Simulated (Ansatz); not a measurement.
# BGeH4 (quartet): the correlation ladder, cc-pVDZ

How much of the correlation energy of BGeH4 (quartet) does each wave-function method recover here?

Program: Ansatz 0.2.0, Gaussian basis. Level of theory: cc-pVDZ, core rule «outside noble gas», up to 15 orbitals frozen. These are calculated values, not measurements.

Plan: UHF; CCSD(T) on ROHF; CCSD(T) on UHF; BCCD(T) on ROHF; CISD as a restricted active space (open shells left free, so some higher excitations enter); CCSDT(Q) on ROHF; CCSDT(Q) on UHF.

23 further runs of the same task are left out: 6 that didn't finish, 17 set aside as unsound or not needed. Runs told in other sessions of the task aren't counted.

## (1) The system

The geometry is a PBE0/def2-TZVP stationary point (not a proven minimum) of the parent state, kept for this charge and spin. No spin-orbit coupling is included. The filled d shell of Ge may be among the frozen orbitals whatever the setting's name suggests.

6 atoms, charge 0, spin multiplicity 4.

Atoms are counted from 1 here; the program's logs count them from 0.

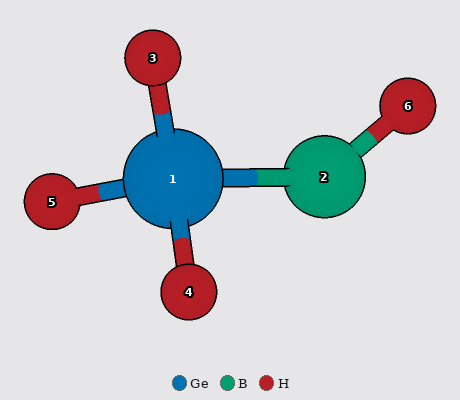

The structure; germanium blue, boron teal, hydrogen red; atoms are numbered from 1 in the order of the file.

In the tables R marks a restricted open-shell determinant and U an unrestricted one; energies count from the table's Hartree-Fock row.

## (2) UHF

Contents of in.yaml:

```yaml
crystal:
  periodic: [false, false, false]
  atoms:
    - {symbol: Ge, position_ang: [0.000000, 0.014664, 0.265904]}
    - {symbol: B, position_ang: [0.000000, -0.153562, -1.762462]}
    - {symbol: H, position_ang: [0.000000, 1.450275, 0.833026]}
    - {symbol: H, position_ang: [1.242710, -0.713048, 0.809866]}
    - {symbol: H, position_ang: [-1.242710, -0.713048, 0.809866]}
    - {symbol: H, position_ang: [0.000000, 0.566075, -2.711984]}
basis:
  gaussian: {orbitals: cc-pVDZ}
magnetization: {spin_polarized: true, initial_magnetization: 3}
hamiltonian: {xc: hf}
output: {orbitals: {seedname: orbitals}}
```

On the command line:

```sh
$ ansatz run in.yaml --threads 1 --pin off --events-out ev --progress --plain --max-ram 2393MiB
```

What it wrote:

```text
Functional definition: HF
  name "HF"
  cite "Fock, Z. Phys. 61, 126 (1930) doi:10.1007/BF01340294"
  parent pbe
  exchange = exact_x
  correlation = 0
632 factors; integrals over basis functions are off by at most 8.2e-4 eV
mean field evaluation 1: about -57199.7194 eV, gradient 1.0e1 eV
mean field evaluation 2: about -57199.7516 eV, gradient 1.0e1 eV
mean field evaluation 4: about -57201.4964 eV, gradient 1.9e0 eV
mean field evaluation 8: about -57201.6447 eV, gradient 3.0e-1 eV
mean field -57201.64954548 eV, -2102.1218481258 hartree, gradient 4.3e-5 eV, S^2 3.761294; 0 other end points of the search recorded, 0 dependent functions left out
reference -57201.64954548 eV, -2102.1218481258 hartree; 22, 19 occupied and 39, 42 virtual orbitals, 632 factors
Total energy: -57201.64954548 eV, -2102.1218481258 hartree
```

Run time: 0.96 s. Hardware: 1 thread of Arm Neoverse V1, shared host.

From the report: ⟨S²⟩ of the determinant 3.761 (pure quartet: 3.75).

## (3) CCSD(T) on ROHF

in.yaml, as its differences from that of step 2:

```diff
@@ -11,4 +11,4 @@
   gaussian: {orbitals: cc-pVDZ}
-magnetization: {spin_polarized: true, initial_magnetization: 3}
-hamiltonian: {xc: hf}
-output: {orbitals: {seedname: orbitals}}
+magnetization: {spin_polarized: false, initial_magnetization: 3}
+correlation: {method: ccsd_t, electrons: outside_noble_gas}
+output: {forces: true}
```

Same command.

What it wrote, cut to the lines that bear on the results:

```text
Functional definition: HF
  name "HF"
  cite "Fock, Z. Phys. 61, 126 (1930) doi:10.1007/BF01340294"
  parent pbe
[...]
632 factors; integrals over basis functions are off by at most 8.2e-4 eV
[...]
mean field -57201.56989894 eV, -2102.1189211693 hartree, gradient 2.0e-6 eV, S^2 3.750000; 1 other end points of the search recorded, 0 dependent functions left out
determinant -57201.56989894 eV, -2102.1189211693 hartree, with singles and doubles -57206.83327895 eV, -2102.3123468172 hartree
determinant -57198.52469477 eV, -2102.0070119804 hartree, with singles and doubles -57204.37331618 eV, -2102.2219448526 hartree
15 core orbitals not correlated: weight in the atoms' cores, before any rotation towards them, 0.999 or more for the frozen orbitals, at most 0.000 for the correlated occupied ones
reference -57201.56989894 eV, -2102.1189211693 hartree; 7, 4 occupied and 39, 42 virtual orbitals, 632 factors
second order -4.07793205 eV of doubles, -0.04340397 eV of singles
cycle   1  -5.26387385 eV  change   -4.9e-4 eV  update   1.7e-3
[...]
cycle  11  -5.26487404 eV  change   -9.6e-7 eV  update   1.1e-6
perturbative correction -0.12898459 eV, -0.0047400962 hartree
[...]
Total energy: -57206.96375757 eV, -2102.3171418179 hartree
Atom 0 at     0.000000     0.014664     0.265904 Å, force     0.000000     0.946448     1.967698 eV/Å
Atom 1 at     0.000000    -0.153562    -1.762462 Å, force    -0.000000    -1.941996    -1.324858 eV/Å
Atom 2 at     0.000000     1.450275     0.833026 Å, force     0.000000     0.196408    -0.076753 eV/Å
Atom 3 at     1.242710    -0.713048     0.809866 Å, force     0.315340    -0.178142    -0.240554 eV/Å
Atom 4 at    -1.242710    -0.713048     0.809866 Å, force    -0.315340    -0.178142    -0.240554 eV/Å
Atom 5 at     0.000000     0.566075    -2.711984 Å, force    -0.000000     1.155424    -0.084980 eV/Å
Dipole moment:    -0.000000     0.123189     0.422396 e Å
```

Run time: 9 s. Hardware: 1 thread of Arm Neoverse V1, shared host.

From the report: correlation -5.3939 eV; T1 0.031; largest double amplitude 0.03.

## (4) CCSD(T) on UHF

in.yaml, as its differences from that of step 3:

```diff
@@ -11,3 +11,3 @@
   gaussian: {orbitals: cc-pVDZ}
-magnetization: {spin_polarized: false, initial_magnetization: 3}
+magnetization: {spin_polarized: true, initial_magnetization: 3}
 correlation: {method: ccsd_t, electrons: outside_noble_gas}
```

Launched as before.

What it wrote, cut to the lines that bear on the results:

```text
Functional definition: HF
  name "HF"
  cite "Fock, Z. Phys. 61, 126 (1930) doi:10.1007/BF01340294"
  parent pbe
[...]
632 factors; integrals over basis functions are off by at most 8.2e-4 eV
[...]
mean field -57201.64954548 eV, -2102.1218481258 hartree, gradient 1.9e-6 eV, S^2 3.761294; 2 other end points of the search recorded, 0 dependent functions left out
determinant -57201.64954548 eV, -2102.1218481258 hartree, with singles and doubles -57206.83492631 eV, -2102.3124073566 hartree
determinant -57199.01990979 eV, -2102.0252107966 hartree, with singles and doubles -57204.38335363 eV, -2102.2223137224 hartree
determinant -57199.01113673 eV, -2102.0248883927 hartree, with singles and doubles -57204.31610614 eV, -2102.2198424227 hartree
[...]
second order -4.04471026 eV of doubles, -0.00000000 eV of singles
cycle   1  -5.18577458 eV  change   -3.9e-4 eV  update   1.7e-3
[...]
cycle  11  -5.18677587 eV  change   -1.1e-6 eV  update   1.2e-6
perturbative correction -0.12880343 eV, -0.0047334389 hartree
[...]
Total energy: -57206.96512479 eV, -2102.3171920622 hartree
Atom 0 at     0.000000     0.014664     0.265904 Å, force     0.000000     0.946994     1.968744 eV/Å
Atom 1 at     0.000000    -0.153562    -1.762462 Å, force    -0.000000    -1.942252    -1.326989 eV/Å
Atom 2 at     0.000000     1.450275     0.833026 Å, force     0.000000     0.196094    -0.077081 eV/Å
Atom 3 at     1.242710    -0.713048     0.809866 Å, force     0.314629    -0.177860    -0.241175 eV/Å
Atom 4 at    -1.242710    -0.713048     0.809866 Å, force    -0.314629    -0.177860    -0.241175 eV/Å
Atom 5 at     0.000000     0.566075    -2.711984 Å, force    -0.000000     1.154884    -0.082323 eV/Å
Dipole moment:    -0.000000     0.123154     0.422382 e Å
```

It took 9.5 s on 1 thread of Arm Neoverse V1, shared host.

From the report: ⟨S²⟩ of the determinant 3.761 (pure quartet: 3.75); correlation -5.3156 eV; T1 0.030; largest double amplitude 0.03.

## (5) BCCD(T) on ROHF

in.yaml, as its differences from that of step 4:

```diff
@@ -11,4 +11,3 @@
   gaussian: {orbitals: cc-pVDZ}
-magnetization: {spin_polarized: true, initial_magnetization: 3}
-correlation: {method: ccsd_t, electrons: outside_noble_gas}
-output: {forces: true}
+magnetization: {spin_polarized: false, initial_magnetization: 3}
+correlation: {method: bccd_t, electrons: outside_noble_gas}
```

Launched as before.

What it wrote, cut to the lines that bear on the results:

```text
Functional definition: HF
  name "HF"
  cite "Fock, Z. Phys. 61, 126 (1930) doi:10.1007/BF01340294"
  parent pbe
[...]
632 factors; integrals over basis functions are off by at most 8.2e-4 eV
[...]
mean field -57201.56989894 eV, -2102.1189211693 hartree, gradient 2.0e-6 eV, S^2 3.750000; 1 other end points of the search recorded, 0 dependent functions left out
determinant -57201.56989894 eV, -2102.1189211693 hartree, with singles and doubles -57206.83327895 eV, -2102.3123468172 hartree
determinant -57198.52469477 eV, -2102.0070119804 hartree, with singles and doubles -57204.37331618 eV, -2102.2219448526 hartree
15 core orbitals not correlated: weight in the atoms' cores, before any rotation towards them, 0.999 or more for the frozen orbitals, at most 0.000 for the correlated occupied ones
reference -57201.56989894 eV, -2102.1189211693 hartree; 7, 4 occupied and 39, 42 virtual orbitals, 632 factors
second order -4.07793205 eV of doubles, -0.04340397 eV of singles
cycle   1  -5.26228049 eV  change    1.1e-3 eV  update   1.1e-2
[...]
cycle  10  -5.25683034 eV  change    1.6e-6 eV  update   1.3e-5
perturbative correction -0.13731513 eV, -0.0050462381 hartree
Total energy: -57206.96404441 eV, -2102.3171523592 hartree
```

Wall time 4.7 s (1 thread of Arm Neoverse V1, shared host).

From the report: correlation -5.3941 eV; largest double amplitude 0.03.

## (6) CISD as a restricted active space (open shells left free, so some higher excitations enter)

in.yaml, as its differences from that of step 5:

```diff
@@ -12,2 +12,2 @@
 magnetization: {spin_polarized: false, initial_magnetization: 3}
-correlation: {method: bccd_t, electrons: outside_noble_gas}
+correlation: {active_space: {ras: {orbitals: [4, 3, 39], electrons: 11, max_holes: 2, max_particles: 2}, fixed_orbitals: true}}
```

Same command.

What it wrote:

```text
Functional definition: HF
  name "HF"
  cite "Fock, Z. Phys. 61, 126 (1930) doi:10.1007/BF01340294"
  parent pbe
  exchange = exact_x
  correlation = 0
632 factors; integrals over basis functions are off by at most 8.2e-4 eV
mean field evaluation 1: about -57199.6861 eV, gradient 1.2e1 eV
mean field evaluation 2: about -57199.7131 eV, gradient 1.2e1 eV
mean field evaluation 4: about -57201.4751 eV, gradient 1.7e0 eV
mean field evaluation 8: about -57201.5646 eV, gradient 3.8e-1 eV
mean field evaluation 16: about -57201.5699 eV, gradient 2.0e-6 eV
mean field -57201.56989894 eV, -2102.1189211693 hartree, gradient 2.0e-6 eV, S^2 3.750000; 0 other end points of the search recorded, 0 dependent functions left out
reference -57201.56989894 eV, -2102.1189211693 hartree; 22, 19 occupied and 39, 42 virtual orbitals, 632 factors
state -57206.46309847 eV, -2102.2987429353 hartree
Total energy: -57206.46309847 eV, -2102.2987429353 hartree
```

Wall time 11 s (1 thread of Arm Neoverse V1, shared host).

From the report: 163,011 determinants.

## (7) CCSDT(Q) on ROHF

in.yaml, as its differences from that of step 6:

```diff
@@ -12,2 +12,2 @@
 magnetization: {spin_polarized: false, initial_magnetization: 3}
-correlation: {active_space: {ras: {orbitals: [4, 3, 39], electrons: 11, max_holes: 2, max_particles: 2}, fixed_orbitals: true}}
+correlation: {method: ccsdt_q, electrons: outside_noble_gas}
```

Launched as before.

What it wrote, cut to the lines that bear on the results:

```text
Functional definition: HF
  name "HF"
  cite "Fock, Z. Phys. 61, 126 (1930) doi:10.1007/BF01340294"
  parent pbe
[...]
1197 factors; integrals over basis functions are off by at most 2.1e-7 eV
[...]
mean field -57201.57003593 eV, -2102.1189262037 hartree, gradient 2.0e-6 eV, S^2 3.750000; 1 other end points of the search recorded, 0 dependent functions left out
determinant -57201.57003593 eV, -2102.1189262037 hartree, with singles and doubles -57206.83341375 eV, -2102.3123517711 hartree
determinant -57198.52482469 eV, -2102.0070167546 hartree, with singles and doubles -57204.37344854 eV, -2102.2219497168 hartree
15 core orbitals not correlated: weight in the atoms' cores, before any rotation towards them, 0.999 or more for the frozen orbitals, at most 0.000 for the correlated occupied ones
reference -57201.57003593 eV, -2102.1189262037 hartree; 7, 4 occupied and 39, 42 virtual orbitals, 1197 factors
second order -4.07796295 eV of doubles, -0.04340434 eV of singles
cycle   1  -4.91066886 eV  change   -7.9e-1 eV  update   7.8e-2
[...]
cycle  19  -5.42905599 eV  change   -5.5e-7 eV  update   6.3e-7
perturbative correction -0.00413588 eV, -0.0001519907 hartree
Total energy: -57207.00322780 eV, -2102.3185923222 hartree
```

Wall time 53 s (1 thread of Arm Neoverse V1, shared host); peak memory 0.61 GiB.

From the report: correlation -5.4332 eV; T1 0.032; largest double amplitude 0.03.

## (8) CCSDT(Q) on UHF

in.yaml, as its differences from that of step 7:

```diff
@@ -11,3 +11,3 @@
   gaussian: {orbitals: cc-pVDZ}
-magnetization: {spin_polarized: false, initial_magnetization: 3}
+magnetization: {spin_polarized: true, initial_magnetization: 3}
 correlation: {method: ccsdt_q, electrons: outside_noble_gas}
```

Launched as before.

What it wrote, cut to the lines that bear on the results:

```text
Functional definition: HF
  name "HF"
  cite "Fock, Z. Phys. 61, 126 (1930) doi:10.1007/BF01340294"
  parent pbe
[...]
1197 factors; integrals over basis functions are off by at most 2.1e-7 eV
[...]
mean field -57201.64968323 eV, -2102.1218531881 hartree, gradient 2.0e-6 eV, S^2 3.761294; 2 other end points of the search recorded, 0 dependent functions left out
determinant -57201.64968323 eV, -2102.1218531881 hartree, with singles and doubles -57206.83506109 eV, -2102.3124123097 hartree
determinant -57199.02004453 eV, -2102.0252157481 hartree, with singles and doubles -57204.38348595 eV, -2102.2223185848 hartree
determinant -57199.01127099 eV, -2102.0248933267 hartree, with singles and doubles -57204.31623614 eV, -2102.2198472000 hartree
15 core orbitals not correlated: weight in the atoms' cores, before any rotation towards them, 0.999 or more for the frozen orbitals, at most 0.000 for the correlated occupied ones
reference -57201.64968323 eV, -2102.1218531881 hartree; 7, 4 occupied and 39, 42 virtual orbitals, 1197 factors
second order -4.04474056 eV of doubles, -0.00000000 eV of singles
cycle   1  -4.82475471 eV  change   -7.8e-1 eV  update   7.8e-2
[...]
cycle  19  -5.35148960 eV  change   -1.0e-6 eV  update   7.6e-7
perturbative correction -0.00478588 eV, -0.0001758778 hartree
Total energy: -57207.00595872 eV, -2102.3186926815 hartree
```

Run time: 48 s. Hardware: 1 thread of Arm Neoverse V1, shared host; peak memory 0.5 GiB.

From the report: ⟨S²⟩ of the determinant 3.761 (pure quartet: 3.75); correlation -5.3563 eV; T1 0.032; largest double amplitude 0.03.

## (9) The ladder

The yardstick is UCCSDT(Q), where the cluster series has nearly closed. Rows without a time are mean-field rows or come out of runs for another level: lower rungs of the coupled-cluster runs, or the Hartree-Fock search. The times of RCCSD(T), UCCSD(T) include forces.

```tsv
method	energy from the lowest ROHF (kcal/mol)	from UCCSDT(Q) (kcal/mol)	time
ROHF	0.00	+125.36	
UHF	-1.84	+123.52	
RMP2	-95.04	+30.32	
UMP2	-95.11	+30.25	
CISD	-112.84	+12.52	11 s
RCCSD	-121.41	+3.95	
UCCSD	-121.45	+3.91	
RCCSD(T)	-124.39	+0.97	9 s
UCCSD(T)	-124.42	+0.94	9.5 s
BCCD(T)	-124.39	+0.97	4.7 s
RCCSDT	-125.20	+0.16	
UCCSDT	-125.25	+0.11	
RCCSDT(Q)	-125.30	+0.06	53 s
UCCSDT(Q)	-125.36	0	48 s
```

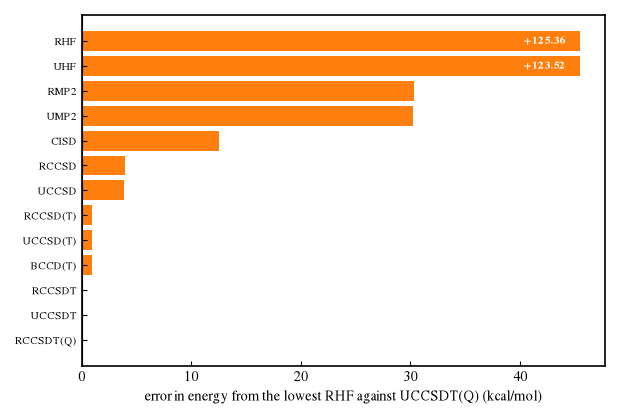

How far each level lands from UCCSDT(Q). Bars with a number in them are cut short.

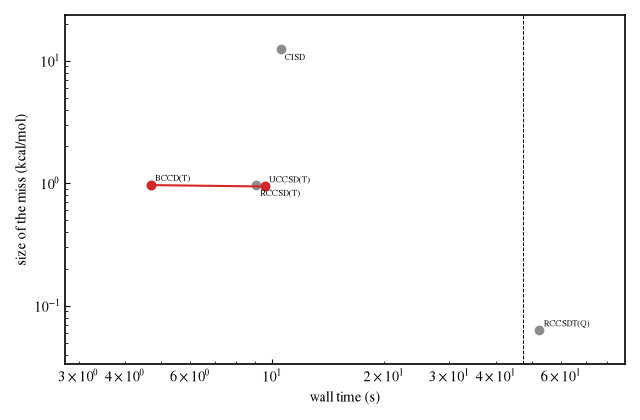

Accuracy for the time spent; red marks the levels that beat every quicker one drawn (of those quicker than the yardstick), and the dashed line is the time of UCCSDT(Q). Times are from a shared host.

## (10) Summary of results

| quantity | value |
| --- | --- |
| UCCSDT(Q) from the ROHF energy | -5.4361 eV |
| RMP2 from UCCSDT(Q) | +30.32 kcal/mol |
| UMP2 from UCCSDT(Q) | +30.25 kcal/mol |
| RCCSD from UCCSDT(Q) | +3.95 kcal/mol |
| RCCSD(T) from UCCSDT(Q) | +0.97 kcal/mol |
| UCCSD(T) from UCCSDT(Q) | +0.94 kcal/mol |
| RCCSDT(Q) from UCCSDT(Q) | +0.06 kcal/mol |
| levels within 1 kcal/mol (43 meV) | RCCSD(T), UCCSD(T), BCCD(T), RCCSDT, UCCSDT, RCCSDT(Q) |
| T1 diagnostic | 0.031 |

In words: RCCSD(T) lands +0.97 kcal/mol from the yardstick (0.8 % of the correlation energy). These misses are within one basis, not against nature; the frozen cores of restricted and unrestricted runs differ, which can shift their rows.

With open shells the CI space here admits some higher excitations, so it is larger than plain CISD.

For cost: UCCSD(T) gets within 0.94 kcal/mol in 9.5 s, where UCCSDT(Q) took 48 s; the quickest level in the cost chart, BCCD(T), takes 4.7 s and misses by 0.97 kcal/mol.
